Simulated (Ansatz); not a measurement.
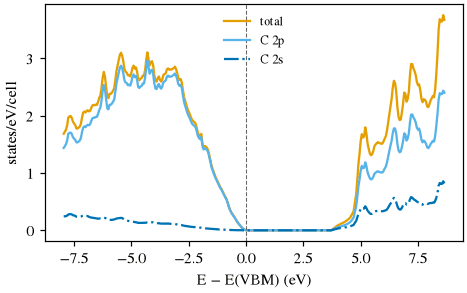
Total and projected density of states of C in space group C2/m (No. 12; C on 4i, C on 4i, C on 4i, C on 4i), the program Ansatz at the r²SCAN level (PAW)

Question: Which orbitals carry the states next to the gap?

Answer: Top 1 eV of the valence band: C 2p 98 %. Bottom 1 eV of the conduction band: C 2p 62 %, C 2s 33 %. Projections are on Löwdin-orthogonalised atomic valence shells; empty p or d shells of many metals are not among them.

Question: Where is the tallest occupied peak in this window, and what makes it?

Answer: Near -4.3 eV, about 3.1 states/eV per cell; the largest projected share is C 2p.

The start of the workflow was typed in or built on a structure type; the Crystallography Open Database copy checked does not list it. It is not the phase usual at ambient conditions (space group No. 194, 227). Symmetry was held in the r²SCAN relaxation; its stability against distortions is not shown here.

Potentials: the earlier of the program's two PAW sets.
